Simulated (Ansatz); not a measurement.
The parent structure is SrTiO3 in the cubic perovskite structure (space group Pm-3m, No. 221; a = 3.936 Å). Axes: x, y, z lie along the cube axes.

Modification: uniaxial stress, 0.5 GPa tension along x; all other stress components relax to zero.

Calculations: PBE (Ansatz, a program for electronic structure, PAW, no SOC).

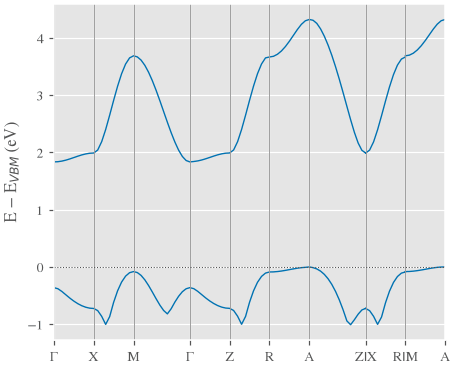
*Highest valence and lowest conduction band along the path of the changed cell's own zone*

From the figure, how large is the changed gap, and is it direct?

About 1.8 eV, indirect, A → Γ.

Load acts through the strain it causes; cell and atoms are relaxed under it. Beyond what the load breaks, stability against distortions was not tested. The final runs are not spin-polarised. Many cubic perovskites are stable only at high temperature; tilts and polar distortions were not tested. Labels are those of the standard path for the cell's own space group.
